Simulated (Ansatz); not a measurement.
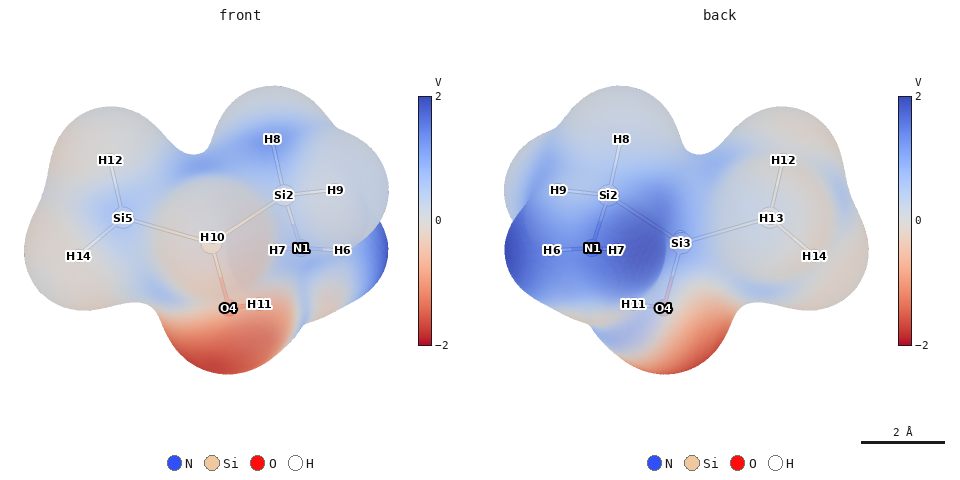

Figure. H9NOSi3 (SMILES N[SiH2][SiH](O)[SiH3]). The electrostatic potential painted on the density surface at 0.002 e/bohr³, seen from the front and from behind; red is negative and blue positive.

Level of theory: RKS PBE/def2-SVP in Ansatz.

```
atom    x (Å)    y (Å)    z (Å)
   N  -1.1788   0.2080   1.8973
  Si  -1.6024   0.3690   0.1686
  Si   0.2124  -0.8947  -0.6887
   O   0.5861  -1.7562   0.7197
  Si   2.0141   0.4399  -1.4289
   H  -1.9604   0.2012   2.5621
   H  -0.4640   0.8573   2.2465
   H  -1.7746   1.7900  -0.3177
   H  -2.9258  -0.3351   0.0221
   H  -0.1899  -1.8233  -1.8081
   H   0.0359  -1.3581   1.4455
   H   1.6193   1.1753  -2.6861
   H   2.3655   1.4689  -0.3828
   H   3.2496  -0.3712  -1.7207
```

**Which sites attract a positive test charge, and which a negative one?**

A positive charge is drawn to the negative regions and a negative charge to the positive ones. The most negative region (about −1.7 V) lies over O4, the most positive (about +1.9 V) over H6 and H7. O4 is the likeliest acceptor of a hydrogen bond.
